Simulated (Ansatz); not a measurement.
# Does disorder add resistance in series? Ti(0001) layers displaced at 500 K

Two lengths of the disordered region are known. What area resistance does the third give?

How it was computed: Ansatz 0.2.0, plane waves with PAW datasets at their recommended cutoffs (420 eV for most), Fermi-Dirac smearing; ballistic transmission by layer matching. The area resistance is RA = A (h/2e²)(1/T − 1/N), with T the zone-mean transmission per spin and N the lead's channels, both averaged over a few energies near the Fermi level; for magnets each spin is taken apart, with h/e², and the two conduct in parallel. Lateral cell 2x2, PBE, a fresh random draw for each length. Atoms are displaced independently, by 0.0937 Å r.m.s. per direction; each RA is scaled by the nominal over the drawn mean square displacement.

Results; the value marked ? is to be predicted:

| length (Å) | channels N | RA (fΩ m²) |
| --- | --- | --- |
| 4.69 | 2.708 | 0.634 |
| 14.1 | 2.708 | 1.48 |
| 23.4 | 2.708 | ? |

Worked fit:

Ohm's law makes RA linear in the length: the slope is (1.48 − 0.634)/(14.1 − 4.69) = 0.0900 fΩ m² per Å, or 90 µΩ cm. Then 1.48 + 0.0900 × 9.37. Predicted: 2.32 fΩ m².

Check against the run:

2.28 fΩ m², so the prediction is 1.9 % too high. The three lengths together give 88 µΩ cm. The two increments are 0.84 and 0.80 fΩ m², roughly as Ohm's law has it, though with one draw for each length that is a weak test.

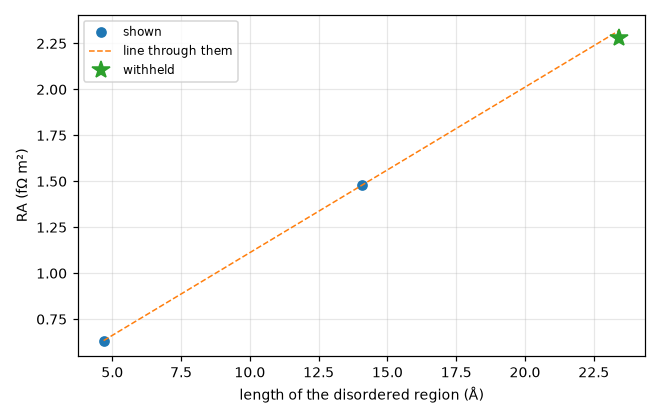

Area resistance against length.

**Limits.** The scatterers repeat sideways with the small cell. The slope is a raw one; a model of isotropic scattering puts it 1.02 times the bulk value over these lengths.
